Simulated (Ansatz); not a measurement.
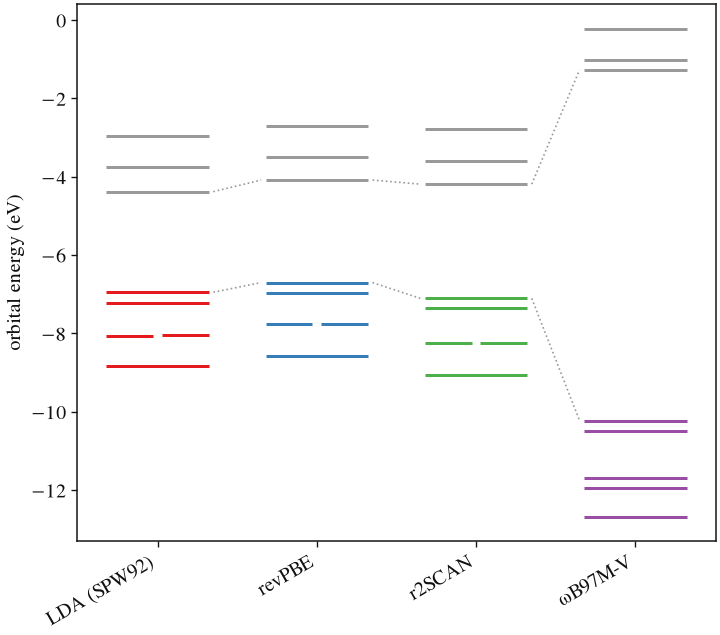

Frontier orbital energies of MoH₃SO₃F, SMILES [OH][Mo]([OH])([OH])([F])=[S], singlet at one geometry, def2-TZVPP, the Ansatz code, at a PBE0-D4/def2-TZVP geometry (a minimum by its frequencies). Empty levels are grey, levels within 0.1 eV stand side by side; all columns show the same few orbitals around the gap. Dotted lines join the HOMOs and the LUMOs.

Q: Compare the HOMO-LUMO separations.

A: The separation grows from 2.57 eV (LDA (SPW92)) to 8.95 eV (ωB97M-V).

```csv
level,HOMO (eV),LUMO (eV),separation (eV)
LDA (SPW92),−6.95,−4.39,2.57
revPBE,−6.71,−4.09,2.62
r2SCAN,−7.11,−4.19,2.92
ωB97M-V,−10.23,−1.28,8.95
```

Caveats, for all or some of the runs: core potentials past krypton; empty levels above zero depend strongly on the basis.
